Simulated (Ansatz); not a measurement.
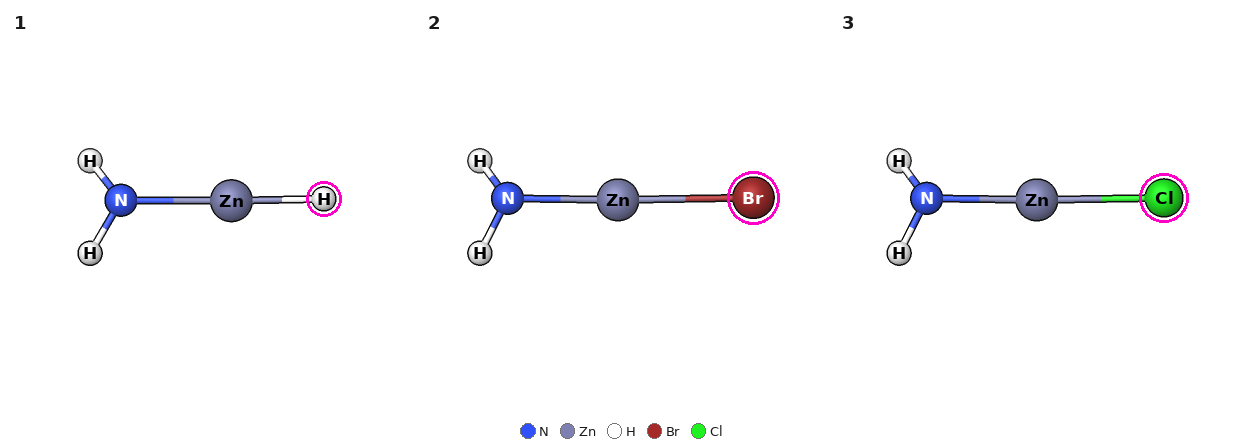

3 molecules with one skeleton, seen from the same side and at one scale; the atom that differs is circled. Charge 0, singlet. Computed geometries: PBE0-D4/def2-TZVP optimisations, one conformation each. Properties computed with Ansatz 0.2.0.

One atom differs, called X below: H in panel 1, Br in panel 2, Cl in panel 3. Their formulas are H3NZn (`[NH2][ZnH]`), BrH2NZn (`[NH2][Zn][Br]`), ClH2NZn (`[NH2][Zn][Cl]`).

> Rank them by the length of X–Zn, lowest first (PBE0-D4/def2-TZVP).

1 (H), 3 (Cl), 2 (Br).

> Rank them by the harmonic zero-point energy, lowest first (PBE0-D4/def2-TZVP).

2 (Br), 3 (Cl), 1 (H).

Give the values. With PBE0-D4/def2-TZVP: length of X–Zn (Å), angle N–Zn–X (°), harmonic zero-point energy (kJ/mol). With ωB97M-V/def2-TZVPP: dipole moment (D), HOMO energy (Kohn–Sham orbital) (eV), HOMO–LUMO gap (eV).

```tsv
quantity	1 (H)	2 (Br)	3 (Cl)
length of X–Zn (Å)	1.523	2.231	2.093
angle N–Zn–X (°)	176.2	175.4	175.4
dipole moment (D)	0.92	2.19	2.30
HOMO energy (Kohn–Sham orbital) (eV)	−9.15	−9.71	−9.76
HOMO–LUMO gap (eV)	10.18	10.31	10.42
harmonic zero-point energy (kJ/mol)	80.3	67.1	68.0
```
